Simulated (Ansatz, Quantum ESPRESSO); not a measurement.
# CaHI (P4/nmm): modes at Γ and the response to a field, part 2 of 4

Wanted: the vibrations of CaHI (P4/nmm) at Γ, by two programs.

Quantum ESPRESSO 7.5; DFT PBEsol, scalar-relativistic, plane waves, PseudoDojo norm-conserving pseudopotentials.

So far. Step 2 (A first look): A gap of 3.2 eV opens on this mesh, so the crystal is taken as an insulator; the start stands at -2.8 GPa. Step 4 (Ground state): The cell stands at -0.053 GPa, close enough for phonons. The relaxed cell has a = 3.970, c = 8.746 Å (conventional setting).

## 5. Zone-centre response

At q = 0 one unit cell holds all displacements; symmetry groups them into irreducible representations that are solved one by one. The response to a field gives ε∞ and the Born charges, which polar modes need.

Input file ph.in:

```
phonons
&INPUTPH
  prefix = 'x'
  outdir = './tmp'
  fildyn = 'g.dyn'
  tr2_ph = 1.0d-18
  epsil  = .true.
/
0.000000000 0.000000000 0.000000000
```

Run with:

```bash
$ OMP_NUM_THREADS=1 mpirun -n 8 ph.x -nk 8 -in ph.in > ph.out
```

Output:

```text
[banners, grids, parts of the stress and lines that vanish by symmetry left out]
[banner, memory and clock lines left out]
Program PHONON v.7.5

     ./tmp/x.save/

     IMPORTANT: XC functional enforced from input :
     Exchange-correlation= PBESOL
                           (   1   4  10   8   0   0   0)
     Any further DFT definition will be discarded
     Please, verify this is what you really want

     G-vector sticks info

     Reading collected, re-writing distributed wavefunctions in ./tmp/

     Number and degeneracy of irreps per q-point
       N         xq(1)         xq(2)         xq(3)   N irreps
       1   0.000000000   0.000000000   0.000000000      12
        1   1   1   2   2   2   1   1   1   2   2   2

     Calculation of q =    0.0000000   0.0000000   0.0000000

     phonons

     bravais-lattice index     =            0
     lattice parameter (alat)  =       7.5020  a.u.
     unit-cell volume          =     930.1123 (a.u.)^3
     number of atoms/cell      =            6
     number of atomic types    =            3
     kinetic-energy cut-off    =      64.0000  Ry
     charge density cut-off    =     256.0000  Ry
     convergence threshold     =      1.0E-18
     beta                      =       0.7000
     number of iterations used =            4
     Exchange-correlation= PBESOL
                           (   1   4  10   8   0   0   0)

     celldm(1)=    7.50196  celldm(2)=    0.00000  celldm(3)=    0.00000
     celldm(4)=    0.00000  celldm(5)=    0.00000  celldm(6)=    0.00000

     crystal axes: (cart. coord. in units of alat)
               a(1) = (  1.0000  0.0000  0.0000 )
               a(2) = (  0.0000  1.0000  0.0000 )
               a(3) = (  0.0000  0.0000  2.2030 )

     reciprocal axes: (cart. coord. in units 2 pi/alat)
               b(1) = (  1.0000  0.0000  0.0000 )
               b(2) = (  0.0000  1.0000  0.0000 )
               b(3) = (  0.0000  0.0000  0.4539 )

     Atoms inside the unit cell:

     Cartesian axes

     site n.  atom      mass           positions (alat units)
        1  Ca     40.0780   tau(    1) = (    0.00000    0.50000    0.29995  )
        2  Ca     40.0780   tau(    2) = (    0.50000    0.00000    1.90303  )
        3  H       1.0080   tau(    3) = (    0.00000    0.00000    0.00000  )
        4  H       1.0080   tau(    4) = (    0.50000    0.50000    0.00000  )
        5  I     126.9045   tau(    5) = (    0.00000    0.50000    1.51231  )
        6  I     126.9045   tau(    6) = (    0.50000    0.00000    0.69068  )

     Computing dynamical matrix for
                    q = (   0.0000000   0.0000000   0.0000000 )

     17 Sym.Ops. (with q -> -q+G )

     G cutoff =  364.9465  (  64229 G-vectors)     FFT grid: ( 40, 40, 90)
     number of k points=    20
                       cart. coord. in units 2pi/alat
        k(    1) = (   0.0000000   0.0000000   0.0000000), wk =   0.0277778
        k(    2) = (   0.0000000   0.0000000  -0.2269645), wk =   0.0277778
        k(    3) = (   0.0000000   0.1666667   0.0000000), wk =   0.1111111
        [... further k-points left out ...]

     PseudoPot. # 1 for Ca read from file:
     ./pseudo/Ca.upf
     Pseudo is Norm-conserving + core correction, Zval = 10.0

     PseudoPot. # 2 for H  read from file:
     ./pseudo/H.upf
     Pseudo is Norm-conserving, Zval =  1.0

     PseudoPot. # 3 for I  read from file:
     ./pseudo/I.upf
     Pseudo is Norm-conserving + core correction, Zval =  7.0

     Mode symmetry, D_4h(4/mmm) point group:

     Electric field:
     Dielectric constant
     Born effective charges as d Force / d E

     Atomic displacements:
     There are   12 irreducible representations

     Representation     1      1 modes -  To be done

     Representation     2      1 modes -  To be done

     Representation     3      1 modes -  To be done

     Representation     4      2 modes -  To be done

[...]
Representation    11      2 modes -  To be done

     Representation    12      2 modes -  To be done

     Alpha used in Ewald sum =   2.4000

     Electric Fields Calculation

      thresh= 1.000E-02 alpha_mix =  0.700 |ddv_scf|^2 =  7.803E-07

      [... iterations left out ...]
      thresh= 2.025E-10 alpha_mix =  0.700 |ddv_scf|^2 =  9.807E-19

     End of electric fields calculation

          Dielectric constant in cartesian axis

          (       4.773176125       0.000000000       0.000000000 )
          (       0.000000000       4.773176125       0.000000000 )
          (       0.000000000       0.000000000       4.517560537 )

          Effective charges (d Force / dE) in cartesian axis without acoustic sum rule applied (asr)

           atom    1  Ca    Mean Z*:        2.14196
      Ex  (        2.30445        0.00000        0.00000 )
      Ey  (        0.00000        2.30445        0.00000 )
      Ez  (        0.00000        0.00000        1.81697 )
           atom    2  Ca    Mean Z*:        2.14196
      Ex  (        2.30445        0.00000        0.00000 )
      Ey  (        0.00000        2.30445        0.00000 )
      Ez  (        0.00000        0.00000        1.81697 )
           atom    3  H     Mean Z*:       -0.94999
      Ex  (       -0.97963        0.00000        0.00000 )
      Ey  (        0.00000       -0.97963        0.00000 )
      Ez  (        0.00000        0.00000       -0.89072 )
           atom    4  H     Mean Z*:       -0.94999
      Ex  (       -0.97963        0.00000        0.00000 )
      Ey  (        0.00000       -0.97963        0.00000 )
      Ez  (        0.00000        0.00000       -0.89072 )
           atom    5  I     Mean Z*:       -1.21434
      Ex  (       -1.35090        0.00000        0.00000 )
      Ey  (        0.00000       -1.35090        0.00000 )
      Ez  (        0.00000        0.00000       -0.94123 )
           atom    6  I     Mean Z*:       -1.21434
      Ex  (       -1.35090        0.00000        0.00000 )
      Ey  (        0.00000       -1.35090        0.00000 )
      Ez  (        0.00000        0.00000       -0.94123 )

          Effective charges Sum: Mean:       -0.04475
             -0.05215        0.00000        0.00000
              0.00000       -0.05215        0.00000
              0.00000        0.00000       -0.02995

          Effective charges (d Force / dE) in cartesian axis with asr applied:
           atom    1  Ca    Mean Z*:        2.14942
      E*x (        2.31314        0.00000        0.00000 )
      E*y (        0.00000        2.31314        0.00000 )
      E*z (        0.00000        0.00000        1.82196 )
           atom    2  Ca    Mean Z*:        2.14942
      E*x (        2.31314        0.00000        0.00000 )
      E*y (        0.00000        2.31314        0.00000 )
      E*z (        0.00000        0.00000        1.82196 )
           atom    3  H     Mean Z*:       -0.94253
      E*x (       -0.97094        0.00000        0.00000 )
      E*y (        0.00000       -0.97094        0.00000 )
      E*z (        0.00000        0.00000       -0.88573 )
           atom    4  H     Mean Z*:       -0.94253
      E*x (       -0.97094        0.00000        0.00000 )
      E*y (        0.00000       -0.97094        0.00000 )
      E*z (        0.00000        0.00000       -0.88573 )
           atom    5  I     Mean Z*:       -1.20688
[...]
atom    6  I     Mean Z*:       -1.20688
[...]
Representation #   1 mode #   1

     Self-consistent Calculation

      thresh= 1.000E-02 alpha_mix =  0.700 |ddv_scf|^2 =  1.634E-05

      [... iterations left out ...]
      thresh= 2.972E-10 alpha_mix =  0.700 |ddv_scf|^2 =  2.069E-19

     End of self-consistent calculation

     Convergence has been achieved

     Representation #   2 mode #   2

     Self-consistent Calculation

[...]
[... iterations left out ...]
[...]
End of self-consistent calculation

     Convergence has been achieved

     Representation #   3 mode #   3

     Self-consistent Calculation

[...]
[... iterations left out ...]
[...]
End of self-consistent calculation

     Convergence has been achieved

     Representation #   4 modes #   4   5

     Self-consistent Calculation

[...]
End of self-consistent calculation

     Convergence has been achieved

     Representation #   5 modes #   6   7

[...]
Convergence has been achieved

     Representation #   6 modes #   8   9

[...]
Convergence has been achieved

     Representation #   7 mode #  10

[...]
Convergence has been achieved

     Representation #   8 mode #  11

[...]
Convergence has been achieved

     Representation #   9 mode #  12

[...]
Convergence has been achieved

     Representation #  10 modes #  13  14

[...]
Convergence has been achieved

     Representation #  11 modes #  15  16

     Self-consistent Calculation

[...]
[... iterations left out ...]
[...]
End of self-consistent calculation

     Convergence has been achieved

     Representation #  12 modes #  17  18

     Self-consistent Calculation

      thresh= 1.000E-02 alpha_mix =  0.700 |ddv_scf|^2 =  4.045E-07

      [... iterations left out ...]
      thresh= 6.772E-10 alpha_mix =  0.700 |ddv_scf|^2 =  5.526E-19

     End of self-consistent calculation

     Convergence has been achieved

     Number of q in the star =    1
     List of q in the star:
          1   0.000000000   0.000000000   0.000000000

          Dielectric constant in cartesian axis

          (       4.773176125       0.000000000       0.000000000 )
          (       0.000000000       4.773176125       0.000000000 )
          (       0.000000000       0.000000000       4.517560537 )

          Effective charges (d Force / dE) in cartesian axis without acoustic sum rule applied (asr)

           atom    1  Ca    Mean Z*:        2.14196
      Ex  (        2.30445        0.00000        0.00000 )
      Ey  (        0.00000        2.30445        0.00000 )
      Ez  (        0.00000        0.00000        1.81697 )
           atom    2  Ca    Mean Z*:        2.14196
      Ex  (        2.30445        0.00000        0.00000 )
      Ey  (        0.00000        2.30445        0.00000 )
      Ez  (        0.00000        0.00000        1.81697 )
           atom    3  H     Mean Z*:       -0.94999
      Ex  (       -0.97963        0.00000        0.00000 )
      Ey  (        0.00000       -0.97963        0.00000 )
      Ez  (        0.00000        0.00000       -0.89072 )
           atom    4  H     Mean Z*:       -0.94999
      Ex  (       -0.97963        0.00000        0.00000 )
      Ey  (        0.00000       -0.97963        0.00000 )
      Ez  (        0.00000        0.00000       -0.89072 )
           atom    5  I     Mean Z*:       -1.21434
      Ex  (       -1.35090        0.00000        0.00000 )
      Ey  (        0.00000       -1.35090        0.00000 )
      Ez  (        0.00000        0.00000       -0.94123 )
           atom    6  I     Mean Z*:       -1.21434
      Ex  (       -1.35090        0.00000        0.00000 )
      Ey  (        0.00000       -1.35090        0.00000 )
      Ez  (        0.00000        0.00000       -0.94123 )

          Effective charges Sum: Mean:       -0.04475
             -0.05215        0.00000        0.00000
              0.00000       -0.05215        0.00000
              0.00000        0.00000       -0.02995

          Effective charges (d Force / dE) in cartesian axis with asr applied:
           atom    1  Ca    Mean Z*:        2.14942
[...]
atom    2  Ca    Mean Z*:        2.14942
[...]
atom    3  H     Mean Z*:       -0.94253
[...]
atom    4  H     Mean Z*:       -0.94253
[...]
atom    5  I     Mean Z*:       -1.20688
      E*x (       -1.34221        0.00000        0.00000 )
      E*y (        0.00000       -1.34221        0.00000 )
      E*z (        0.00000        0.00000       -0.93624 )
           atom    6  I     Mean Z*:       -1.20688
      E*x (       -1.34221        0.00000        0.00000 )
      E*y (        0.00000       -1.34221        0.00000 )
      E*z (        0.00000        0.00000       -0.93624 )

     Diagonalizing the dynamical matrix

     q = (    0.000000000   0.000000000   0.000000000 )

 **************************************************************************
     freq (    1) =      -0.111395 [THz] =      -3.715722 [cm-1]
     freq (    2) =      -0.111395 [THz] =      -3.715722 [cm-1]
     freq (    3) =      -0.103973 [THz] =      -3.468163 [cm-1]
     freq (    4) =       1.716811 [THz] =      57.266639 [cm-1]
     freq (    5) =       1.716811 [THz] =      57.266639 [cm-1]
     freq (    6) =       2.028806 [THz] =      67.673689 [cm-1]
     freq (    7) =       3.717581 [THz] =     124.005141 [cm-1]
     freq (    8) =       3.717581 [THz] =     124.005141 [cm-1]
     freq (    9) =       4.074111 [THz] =     135.897720 [cm-1]
     freq (   10) =       5.401588 [THz] =     180.177589 [cm-1]
     freq (   11) =       5.401588 [THz] =     180.177589 [cm-1]
     freq (   12) =       6.114593 [THz] =     203.960870 [cm-1]
     freq (   13) =      24.491466 [THz] =     816.947361 [cm-1]
     freq (   14) =      24.491466 [THz] =     816.947361 [cm-1]
     freq (   15) =      25.830294 [THz] =     861.605866 [cm-1]
     freq (   16) =      27.327309 [THz] =     911.540906 [cm-1]
     freq (   17) =      27.327309 [THz] =     911.540906 [cm-1]
     freq (   18) =      28.540952 [THz] =     952.023692 [cm-1]
 **************************************************************************

     Mode symmetry, D_4h(4/mmm) point group:

     freq (   1-   2) =         -3.7  [cm-1]   --> E_u  X_5' M_5'  I
     freq (   3-   3) =         -3.5  [cm-1]   --> A_2u X_4' M_4'  I
     freq (   4-   5) =         57.3  [cm-1]   --> E_g  X_5  M_5   R
     freq (   6-   6) =         67.7  [cm-1]   --> A_1g X_1  M_1   R
     freq (   7-   8) =        124.0  [cm-1]   --> E_u  X_5' M_5'  I
     freq (   9-   9) =        135.9  [cm-1]   --> A_2u X_4' M_4'  I
     freq (  10-  11) =        180.2  [cm-1]   --> E_g  X_5  M_5   R
     freq (  12-  12) =        204.0  [cm-1]   --> A_1g X_1  M_1   R
     freq (  13-  14) =        816.9  [cm-1]   --> E_u  X_5' M_5'  I
     freq (  15-  15) =        861.6  [cm-1]   --> B_1g X_2  M_2   R
     freq (  16-  17) =        911.5  [cm-1]   --> E_g  X_5  M_5   R
     freq (  18-  18) =        952.0  [cm-1]   --> A_2u X_4' M_4'  I
```

It took 11 min on 8 MPI ranks of Arm Neoverse V1, shared host; 90 min of CPU time.

Read from the output:

| Quantity | Value |
| --- | --- |
| miss of the charge sum rule | 0.05216 e |
| largest acoustic frequency at the zone centre before the sum rule | -3.72 cm⁻¹ |
| highest optical zone-centre mode (no LO-TO term) | 952.0 cm⁻¹ |
| lowest optical zone-centre mode | 57.27 cm⁻¹ |
| mean high-frequency dielectric constant | 4.688 |
| largest Born charge in size (third of the trace) | 2.142 e |

Born charge (rows field, columns displacement), before the sum rule (e), principal values of the symmetric part by kind of site:

```
atom  atoms with these values    low  middle   high   mean
 Ca1                        2   1.82    2.30   2.30   2.14
  H3                        2  -0.98   -0.98  -0.89  -0.95
  I5                        2  -1.35   -1.35  -0.94  -1.21
```

In full for H3:

```
-0.98  0.00  0.00
 0.00 -0.98  0.00
 0.00  0.00 -0.89
```

High-frequency dielectric tensor:

```
4.77 0.00 0.00
0.00 4.77 0.00
0.00 0.00 4.52
```

The acoustic modes at Γ come out as far as 3.7 cm⁻¹ from zero, where they should vanish, a small numerical error; the Born charges miss their sum rule by 0.052 e, too much: mesh or cutoff is short for the field response.

## 6. Zone-centre analysis

A rigid shift of the crystal must cost nothing, but grids and finite bases break this; the acoustic sum rule is imposed before the matrix is diagonalised again. With Born charges the intensities follow, and the static dielectric tensor.

Input file dynmat.in:

```
&INPUT
  fildyn = 'g.dyn'
  asr    = 'simple'
  fileig = 'dynmat.eig'
  lperm  = .true.
/
```

Run with:

```bash
$ dynmat.x -in dynmat.in > dynmat.out
```

Output:

```text
[banner, memory and clock lines left out]
Program DYNMAT v.7.5

     Reading Dynamical Matrix from file g.dyn
     ...Force constants read
     ...epsilon and Z* read
     A direction for q was not specified:TO-LO splitting will be absent

     Polarizability (A^3 units)
     multiply by 0.448567 for Clausius-Mossotti correction
        41.384337    0.000000    0.000000
         0.000000   41.384337    0.000000
         0.000000    0.000000   38.580736

     IR activities are in (D/A)^2/amu units

# mode   [cm-1]    [THz]      IR
    1     -0.00   -0.0000    0.0000
    2      0.00    0.0000    0.0000
    3      0.00    0.0000    0.0000
    4     57.28    1.7171    0.0000
    5     57.28    1.7171    0.0000
    6     67.68    2.0291    0.0000
    7    124.14    3.7215    3.1301
    8    124.14    3.7215    3.1301
    9    135.97    4.0762    1.9182
   10    180.22    5.4029    0.0000
   11    180.22    5.4029    0.0000
   12    203.97    6.1148    0.0000
   13    817.97   24.5220   46.8392
   14    817.97   24.5220   46.8392
   15    862.60   25.8600    0.0000
   16    912.47   27.3552    0.0000
   17    912.47   27.3552    0.0000
   18    952.91   28.5674   38.1342

Electronic dielectric permittivity tensor (relative, adimensional)
         4.773176    0.000000    0.000000
         0.000000    4.773176    0.000000
         0.000000    0.000000    4.517561

 ... with zone-center polar mode contributions
         8.999606    0.000000   -0.000000
         0.000000    8.999606   -0.000000
        -0.000000   -0.000000    6.772985

[end of the log left out, with the tail of the file of modes that dynmat.x writes under the same name]
```

Run time: 0.46 s. Hardware: 1 thread.

Read from the output:

```yaml
highest_optical_zone_centre_mode_no_lo_to_term: 952.9 cm⁻¹
lowest_optical_zone_centre_mode: 57.28 cm⁻¹
mean_static_dielectric_constant: 8.257
```

Unit eigenvectors of the mass-weighted matrix after the sum rule; no LO-TO term. Modes at Γ, with each element's share of the kinetic energy:

```
mode  frequency (cm⁻¹)  symmetry  Ca %  H %  I %
   1               0.0  acoustic    24    1   76
   2               0.0  acoustic    24    1   76
   3               0.0  acoustic    24    1   76
   4              57.3        Eg     3    0   97
   5              57.3        Eg     3    0   97
   6              67.7       A1g     7    0   93
   7             124.1        Eu    74    1   24
   8             124.1        Eu    74    1   24
   9             136.0       A2u    75    1   24
  10             180.2        Eg    96    0    3
  11             180.2        Eg    96    0    3
  12             204.0       A1g    93    0    7
  13             818.0        Eu     2   98    0
  14             818.0        Eu     2   98    0
  15             862.6       B1g     0  100    0
  16             912.5        Eg     0  100    0
  17             912.5        Eg     0  100    0
  18             952.9       A2u     2   98    0
```

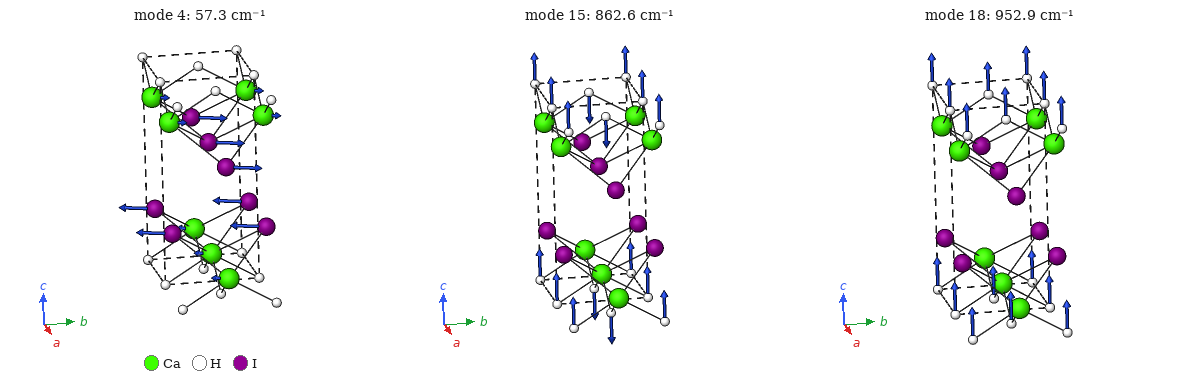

Displacement patterns of modes 4, 15 and 18 at Γ; arrows are exaggerated. 2×1×1 cells are drawn. Some periodic images of atoms are drawn too.

Degenerate modes summed, no LO-TO term. Infrared lines, with heights relative to the strongest:

```
position (cm⁻¹)  lines merged  label  IR intensity, relative
             57             2     Eg                     0.0
             68             1    A1g                     0.0
            124             2     Eu                     6.7
            136             1    A2u                     2.0
            180             2     Eg                     0.0
            204             1    A1g                     0.0
            818             2     Eu                     100
            863             1    B1g                     0.0
            912             2     Eg                     0.0
            953             1    A2u                      41
```

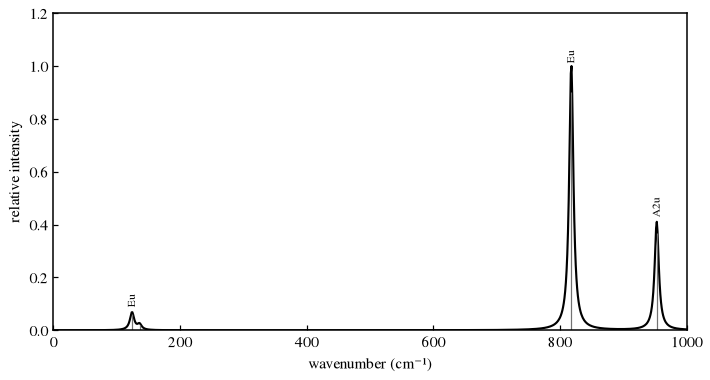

The infrared spectrum, broadened with Lorentzians of width 8 cm⁻¹; bars mark the lines.

Static dielectric tensor (ions relaxed, fixed cell):

```
9.00 0.00 0.00
0.00 9.00 0.00
0.00 0.00 6.77
```

The rule also moves an optical mode by 1.0 cm⁻¹.

(Continued in part 3 of 4.)

[Host names and launcher messages were left out of these logs when they were recorded.]

[Logs are printed without paths, hosts, clocks, repeated set-up lines and the standing remarks that a program may print on its own settings, such as how far it seeks lower states.]

[Hosts, paths, dates, database ids (printed as entryN), source tags and the programs' standing remarks are cut or masked in the printed files.]
